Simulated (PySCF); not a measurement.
**CH₈GeSSi₂: density, localisation and related maps**

Input

```
{"job": {"kind": "uv", "xc": "CAM-B3LYP", "basis": "def2-SVPD", "nstates": 8, "ntriplets": 3}, "charge": 0, "multiplicity": 1}
C      2.302579     0.078437    -0.355917
Si     0.740244     0.292328     0.703354
Si    -0.959436    -1.295829     0.396687
Ge    -2.212028     0.552526    -0.436976
S     -0.472972     1.944182    -0.043248
H      2.886125     0.994568    -0.370634
H      2.930549    -0.710651     0.046193
H      2.061529    -0.172967    -1.385510
H      1.113576     0.638858     2.079674
H     -0.793750    -2.361896    -0.596083
H     -1.600305    -1.893298     1.570800
H     -2.588083     0.764450    -1.901483
H     -3.412417     1.169777     0.275418
```

Command:

```sh
OMP_NUM_THREADS=1 python probes_run.py task.json out
```

Geometry: GFN2-xTB.

All numbers below come from CAM-B3LYP/def2-SVPD, SCF density, gas phase (PySCF 2.14.0).

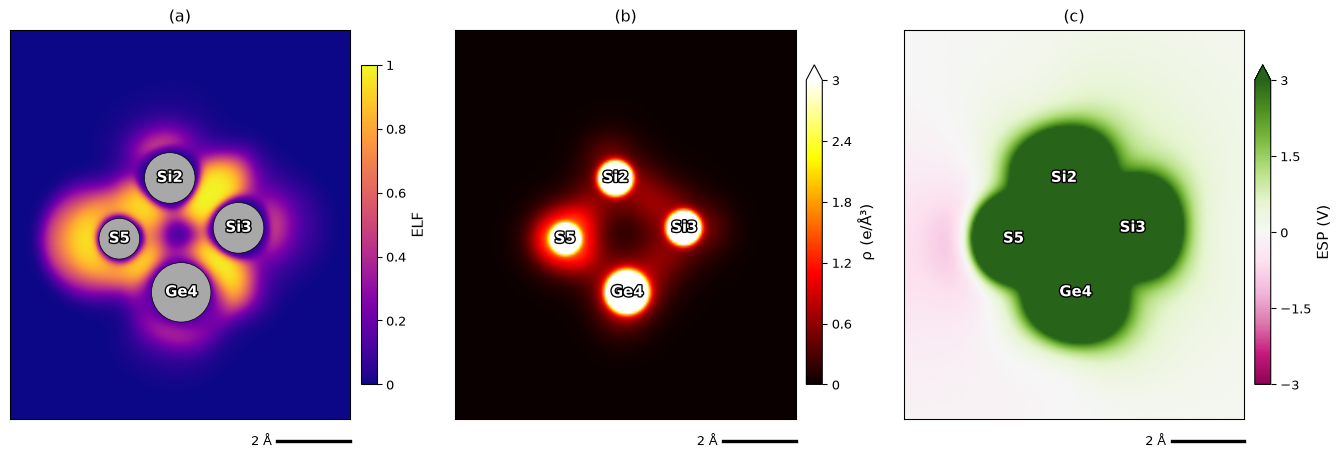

Figure 1. (a) ELF; (b) electron density; (c) electrostatic potential on the plane of atoms Si3, Ge4 and S5. Grey discs cover the atomic cores in the ELF map.

What do the fields say about this system?

Answer. The section cuts through Si, Ge and S sites.
Si–S (2.18 Å): ρ at the midpoint is about 0.77 e/Å³; the ELF peaks at about 0.90 between the atoms: localised, covalent bonding.
Ge–S (2.26 Å): ρ at the midpoint is about 0.66 e/Å³; the ELF peaks at about 0.85 in the valence shell of S, 0.9 Å from its nucleus, and is about 0.75 at the midpoint.
Si–Si (2.35 Å): ρ at the midpoint is about 0.64 e/Å³; the ELF peaks at about 1 between the atoms (localised, covalent bonding).
Si–Ge (2.38 Å): ρ is about 0.6 e/Å³ halfway; the ELF peaks at about 0.95 between the atoms (a covalent bond).
The ELF also peaks beside S5, away from the bonds: lone-pair regions.
Outside the dense part of the molecule the potential is most negative (−0.9 V) near S5.

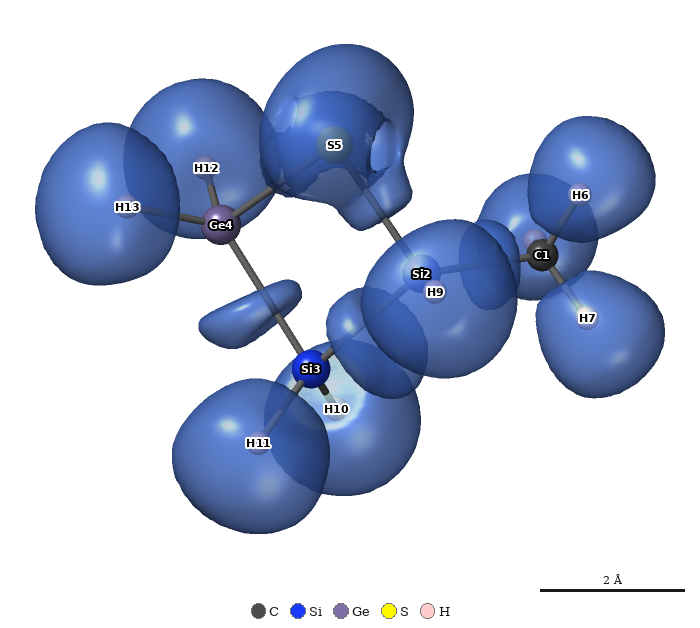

Figure 2. Isosurface of the electron localisation function at 0.8 (blue), seen at a tilt. Only the valence region is drawn (cores and ρ < 0.01 e/Å³ removed).

What do the ELF domains correspond to?

Answer. At this value the surface marks out one region between bonded C–Si atoms (shared pairs), one region between bonded Si–Si atoms (shared pairs), eight regions around hydrogen nuclei, one region on S in which the atom's valence shell and bonds are merged and one region on Si in which the atom's valence shell and bonds are merged.


C–Si (1.90 Å): the ELF peaks at about 0.95 between the atoms (a shared electron pair).

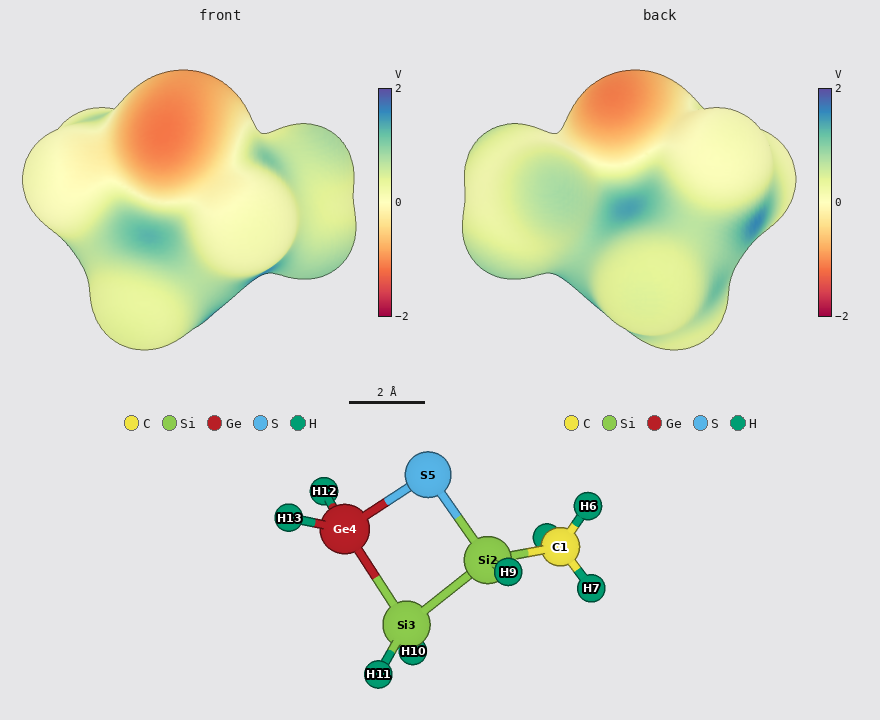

Figure 3. The electrostatic potential painted on the density surface at 0.002 e/bohr³, seen from the front and from behind; red is negative and blue positive. The bare structure is drawn below in the same view.

Which sites attract a positive test charge, and which a negative one?

Answer. A positive charge is drawn to the negative regions and a negative charge to the positive ones. The most negative region (about −1.1 V) lies over S5, the most positive (about +1.5 V) over Si2, Si3 and Ge4.
